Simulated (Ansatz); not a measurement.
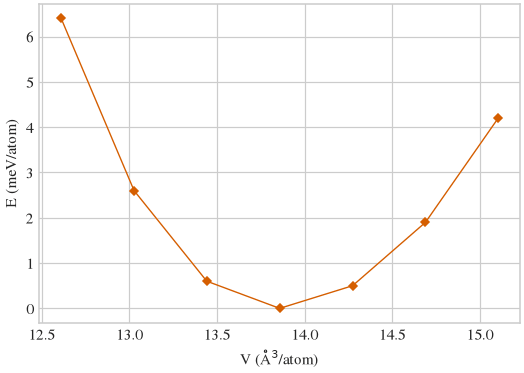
*CuSnF₆ in space group R-3 (No. 148; F on 18f, Sn on 3b, Cu on 3a) under volume change, PBEsol (plane waves, PAW; program Ansatz), shape and atoms relaxed at each volume.*

Question: What does a third-order Birch–Murnaghan fit give for V₀, B₀ and B′?

Answer: V₀ = 13.86 Å³/atom, B₀ = 15.4 GPa, B′ = 5.9.

The workflow started from an entry of the Crystallography Open Database (COD), which files this formula under 2 space groups. Its standing as an ambient phase is unchecked. Symmetry was held in the PBEsol relaxation; its stability against distortions is not shown here. The run is not spin-polarised. No Hubbard U is applied. Scalar-relativistic: spin–orbit coupling is off unless named, which matters more the heavier the elements.

Potentials: the later of the program's two PAW sets.
